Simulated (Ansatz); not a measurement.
Process, species as SMILES: S=C=S → C atom + 2 S atom
B3LYP-D3(BJ)/def2-TZVP geometries, fixed; electronic energies without zero-point terms.
Largest species:
```
C
S 1 1.5527
S 1 1.5527 2 180.00
```
Charge 0, spin multiplicity 1.

Basis-set convergence of the atomisation energy at HF with Ansatz (a quantum-chemistry and plane-wave program). Cartesian d functions, on some or all atoms, in 6-311G**, 6-311+G**; all else is spherical. Open shells are unrestricted. No added dispersion term, no relativity. Functions are those of the species that has most. Reference: the value in aug-cc-pV(5+d)Z, 164.54 kcal/mol, itself unsure by roughly 0.27 kcal/mol (its mean distance from pcseg-4, aug-pcseg-3, aug-cc-pV(Q+d)Z). Deviations are taken from unrounded values.

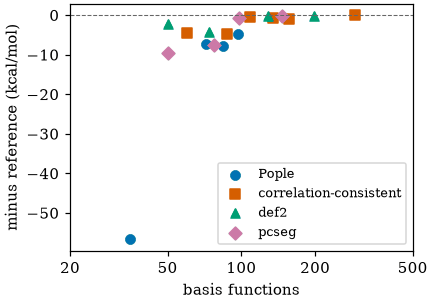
Figure: Deviation from the reference against the number of basis functions, by family of sets.

| basis | functions | atomisation energy (kcal/mol) | minus reference (kcal/mol) |
|---|---|---|---|
| 3-21G | 35 | 107.82 | -56.71 |
| def2-SVP | 50 | 162.24 | -2.30 |
| pcseg-1 | 50 | 155.03 | -9.51 |
| cc-pV(D+d)Z | 60 | 159.99 | -4.55 |
| 6-311G** | 72 | 157.13 | -7.41 |
| def2-SVPD | 74 | 160.19 | -4.35 |
| aug-pcseg-1 | 77 | 157.07 | -7.46 |
| 6-311+G** | 84 | 156.83 | -7.70 |
| aug-cc-pV(D+d)Z | 87 | 159.81 | -4.72 |
| 6-311++G(2d,2p) | 97 | 159.86 | -4.68 |
| pcseg-2 | 98 | 163.92 | -0.61 |
| cc-pV(T+d)Z | 108 | 163.96 | -0.57 |
| def2-TZVPD | 129 | 164.29 | -0.25 |
| jun-cc-pV(T+d)Z | 135 | 163.81 | -0.73 |
| aug-pcseg-2 | 146 | 164.30 | -0.23 |
| aug-cc-pV(T+d)Z | 156 | 163.53 | -1.01 |
| def2-QZVPP | 197 | 164.34 | -0.19 |
| cc-pV(5+d)Z | 291 | 164.55 | 0.02 |
